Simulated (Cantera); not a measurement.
Feed: 1 mol Pb, 3.6 mol NH3, a varied amount of H2, 0.046 mol H2S, equilibrated at 950 K and 0.00133 bar.

Equilibrium computed with Cantera from the NASA thermochemical tables; the gas is ideal and each condensed phase is pure. Candidate condensed phases: Pb, PbS, S; 18 gas species. Kinetics and transport are ignored.

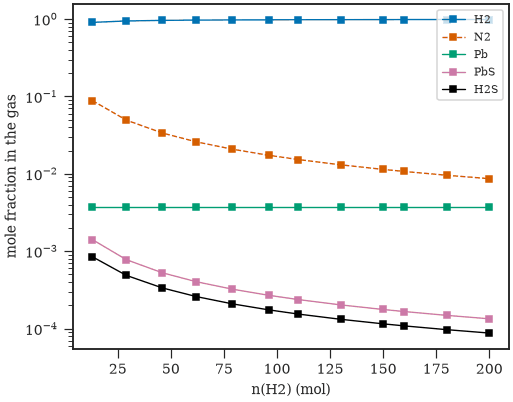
Figure: Equilibrium gas composition (values under 1e-9 drawn at 1e-9)

From 13 mol H2 to 200 mol H2 the condensed part is Pb(l). The main Pb-bearing gas is Pb throughout. The share of Pb in condensed phases is highest at 13 mol H2 (89.4 %) and lowest at 200 mol H2 (18.7 %).
